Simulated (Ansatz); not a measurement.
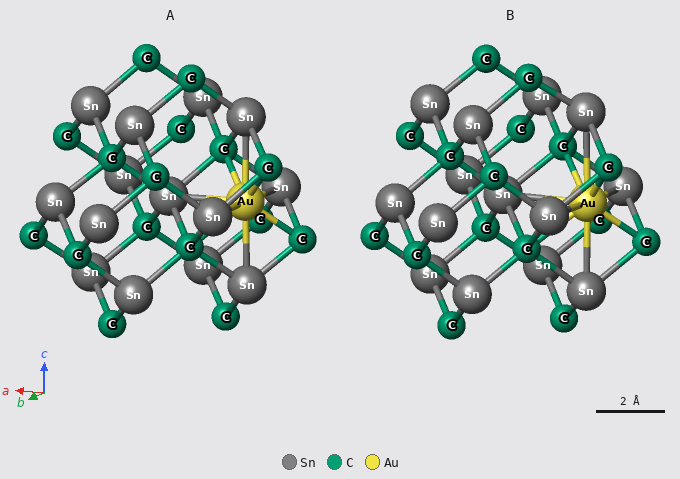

Two geometries of a defect cell of composition Sn32C32Au (cell charge +1), drawn at one scale. One is the start of a relaxation, the other its converged end. Style: ball-and-stick. Shown: the atoms within 5.0 Å of the atom that moves most (axes of the cell of the calculation (origin shifted)), from a free direction.

Level of theory: Ansatz, DFT, PBEsol, PAW, plane waves. (plane-wave cutoff 420 eV; k-point mesh 1 × 1 × 1; mesh shifted by (0.25, 0.25, 0.25); no spin polarisation; atoms relaxed in a fixed cell; force threshold 0.03 eV/Å; at most 80 steps)

**Which geometry has the lower energy?**

Structure B is the relaxed one. Over 5 geometry steps the energy falls by 3.132 eV per cell of the calculation. Largest force component: 5.4 eV/Å at the start, 0.019 eV/Å at the end. A Sn atom moves most: 0.19 Å roughly along +a. Largest moves by element: Sn 0.19 Å, C 0.15 Å, Au 0.08 Å. The cell doesn't change. Among the contacts that change: Au–Sn 2.463 → 2.706 Å, Au–Sn 2.499 → 2.711 Å, Au–Sn 2.525 → 2.715 Å, C–Sn 2.145 → 2.325 Å. Bond angles that change, for instance: C–Sn–C 107.9° → 116.0°, C–Sn–Au 126.2° → 120.4°, Sn–C–Sn 111.2° → 106.8°. Cost: 7.7 s on 1 × NVIDIA GB300 Max-Q with 8 threads of Arm Neoverse-V2, peak memory 2 GiB.

Limits of the set-up: the cell is charged, on a uniform background, and energies carry no finite-size correction.
